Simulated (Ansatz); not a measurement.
**Geometry relaxation, with input and output: SiHS (charge +1)**

The run: geometry relaxation of SiHS, charge +1. Method and program: UKS r2SCAN/def2-SVP (Ansatz 0.2.0).

It belongs to a series of runs on one base structure; here: end point A relaxed.

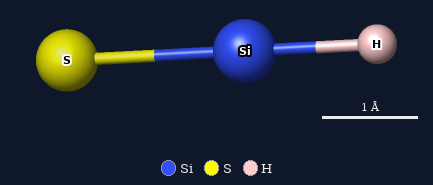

*The structure as given in the input (ball-and-stick view, seen at a tilt).*

Bond lengths as drawn: H–Si 1.45 Å and S–Si 1.95 Å.

Input file
```yaml
crystal:
  periodic: [false, false, false]
  atoms:
    - { symbol: Si, position_ang: [-0.01317, -0.16569, -0.0254] }
    - { symbol: S, position_ang: [0.13983, 1.75968, 0.26962] }
    - { symbol: H, position_ang: [-0.12665, -1.59399, -0.24423] }
total_charge: 1
magnetization:
  spin_polarized: true
basis:
  gaussian: { orbitals: def2-SVP }
hamiltonian:
  xc: r2scan
relax:
  f_tol: 0.02
  max_steps: 50
```

Machine: 1 thread of Intel Xeon (Sapphire Rapids), 10 GiB of memory available, shared host.

Launched with:
```bash
ansatz run input.yaml --threads 1 --pin off --max-ram 2048MiB --backend cpu --events-out ev --progress --plain --runs-dir out
```

What the program printed
```
The last accepted step is kept in [file] (removed where the run ends without a failure and the disk answers)
Engine: ansatz 0.2.0, x86_64-unknown-linux-gnu
Functional definition: r2SCAN
  parameter k0 = 0.174
  parameter k1 = 0.065
  parameter a1 = 4.9479
  exchange = r2scan_x(k0 = k0, k1 = k1, a1 = a1)
  correlation = r2scan_c
459 factors; their error is unknown
mean field evaluation 1: about -18707.2625 eV, gradient 2.7e1 eV
mean field evaluation 2: about -18644.7801 eV, gradient 8.2e1 eV
mean field evaluation 4: about -18712.2088 eV, gradient 6.2e0 eV
mean field evaluation 8: about -18712.4814 eV, gradient 2.2e-2 eV
mean field evaluation 16: about -18711.0740 eV, gradient 6.4e0 eV
mean field -18712.43207755 eV, -687.6691951080 hartree, gradient 5.5e-6 eV, S^2 0.000000; 1 other end points of the search recorded, 0 dependent functions left out
the calculation of the forces begins
reference -18712.43208495 eV, -687.6691953798 hartree; 15, 15 occupied and 26, 26 virtual orbitals, 459 factors
relax step   1: F+E_penalty+E_count = -18712.43207755 eV  Δ(F+E_penalty+E_count) = +0.000e0 eV  max|allowed force component| = 2.720e0 eV/Å  Δτ_max = 0.0000 Å  (45 SCF iters, accepted)
these checks for a lower state are left out or cut short: starts, cluster_reference, orbital_swaps, neighbouring_geometries, increment
459 factors; their error is unknown
mean field -18712.50151686 eV, -687.6717469557 hartree, gradient 2.2e-5 eV, S^2 0.000000; 0 other end points of the search recorded, 0 dependent functions left out
the calculation of the forces begins
reference -18712.50152425 eV, -687.6717472272 hartree; 15, 15 occupied and 26, 26 virtual orbitals, 459 factors
relax step   2: F+E_penalty+E_count = -18712.50151686 eV  Δ(F+E_penalty+E_count) = -6.944e-2 eV  max|allowed force component| = 8.133e-1 eV/Å  Δτ_max = 0.0470 Å  (33 SCF iters, accepted)
these checks for a lower state are left out or cut short: starts, cluster_reference, orbital_swaps, neighbouring_geometries, increment
459 factors; their error is unknown
mean field evaluation 32: about -18712.5107 eV, gradient 2.3e-5 eV
mean field -18712.51070212 eV, -687.6720845076 hartree, gradient 4.5e-5 eV, S^2 0.000000; 0 other end points of the search recorded, 0 dependent functions left out
the calculation of the forces begins
reference -18712.51070951 eV, -687.6720847793 hartree; 15, 15 occupied and 26, 26 virtual orbitals, 459 factors
relax step   3: F+E_penalty+E_count = -18712.51070212 eV  Δ(F+E_penalty+E_count) = -9.185e-3 eV  max|allowed force component| = 4.624e-2 eV/Å  Δτ_max = 0.0159 Å  (31 SCF iters, accepted)
these checks for a lower state are left out or cut short: starts, cluster_reference, orbital_swaps, neighbouring_geometries, increment
459 factors; their error is unknown
mean field -18712.51076610 eV, -687.6720868589 hartree, gradient 3.6e-5 eV, S^2 0.000000; 0 other end points of the search recorded, 0 dependent functions left out
the calculation of the forces begins
reference -18712.51077350 eV, -687.6720871307 hartree; 15, 15 occupied and 26, 26 virtual orbitals, 459 factors
relax step   4: F+E_penalty+E_count = -18712.51076610 eV  Δ(F+E_penalty+E_count) = -6.398e-5 eV  max|allowed force component| = 3.970e-3 eV/Å  Δτ_max = 0.0018 Å  (27 SCF iters, accepted)
```

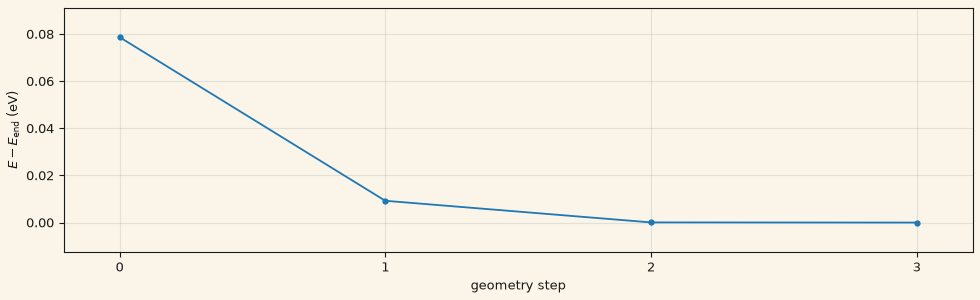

*Progress of the relaxation, step by step (the first geometry is step 0 here and step 1 in the log).*

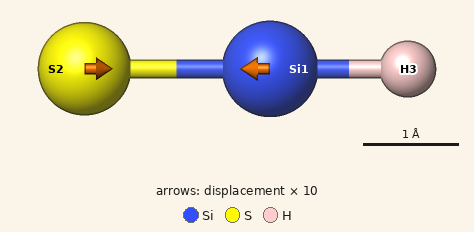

*The starting structure with the displacements as orange arrows, magnified 10 times (ball-and-stick view, seen at a tilt). The two geometries are laid on each other by the best rigid fit.*

The largest move after the best rigid fit is that of Si1, 0.032 Å. By element the largest moves are Si 0.032 Å, S 0.030 Å, H 0.002 Å. Among the contacts that change: Si1–S2 1.954 → 1.892 Å, Si1–H3 1.449 → 1.484 Å. The energy falls by 0.079 eV in 3 geometry steps. The largest force component goes from 2.7 to 0.004 eV/Å. (Atoms are counted from 1 in the order of the input.)

```
459 factors; their error is unknown
mean field -18712.51076610 eV, -687.6720868589 hartree, gradient 3.6e-5 eV, S^2 0.000000; 1 other end points of the search recorded, 0 dependent functions left out
the calculation of the forces begins
reference -18712.51077350 eV, -687.6720871307 hartree; 15, 15 occupied and 26, 26 virtual orbitals, 459 factors
Total energy: -18712.51077350 eV, -687.6720871307 hartree
Atom 0 at    -0.010648    -0.134019    -0.020540 Å, force     0.000320     0.003970     0.000615 eV/Å
Atom 1 at     0.137480     1.730132     0.265089 Å, force    -0.000060    -0.000730    -0.000115 eV/Å
Atom 2 at    -0.126822    -1.596114    -0.244559 Å, force    -0.000260    -0.003240    -0.000500 eV/Å
Dipole moment:    -0.074674    -0.939757    -0.143992 e Å
```

Trajectory as extended XYZ (Å, eV, eV/Å), 4 frames, from step=1 to step=4
```
3
Properties=species:S:1:pos:R:3:forces:R:3 step=1 energy=-18712.43208
Si   -0.0132   -0.1657   -0.0254    0.2161   2.7199   0.4168
S     0.1398    1.7597    0.2696   -0.1598  -2.0106  -0.3081
H    -0.1267   -1.5940   -0.2442   -0.0564  -0.7092  -0.1087
3
Properties=species:S:1:pos:R:3:forces:R:3 step=2 energy=-18712.50152
Si   -0.0103   -0.1300   -0.0199   -0.0523  -0.6584  -0.1009
S     0.1361    1.7134    0.2625    0.0646   0.8133   0.1246
H    -0.1258   -1.5834   -0.2426   -0.0123  -0.1549  -0.0237
3
Properties=species:S:1:pos:R:3:forces:R:3 step=3 energy=-18712.51070
Si   -0.0107   -0.1346   -0.0206    0.0023   0.0289   0.0044
S     0.1374    1.7290    0.2649    0.0014   0.0174   0.0027
H    -0.1267   -1.5944   -0.2443   -0.0037  -0.0462  -0.0071
3
Properties=species:S:1:pos:R:3:forces:R:3 step=4 energy=-18712.51077
Si   -0.0106   -0.1340   -0.0205    0.0003   0.0040   0.0006
S     0.1375    1.7301    0.2651   -0.0001  -0.0007  -0.0001
H    -0.1268   -1.5961   -0.2446   -0.0003  -0.0032  -0.0005
```

Summary

| quantity | value |
| --- | --- |
| outcome | converged |
| total energy | −18712.5108 eV |
| mean-field energy | −18712.5108 eV |
| largest force (length of the vector) at the end | 0.004 eV/Å |
| wall time | 6.2 s |
| peak memory | 0.15 GiB |
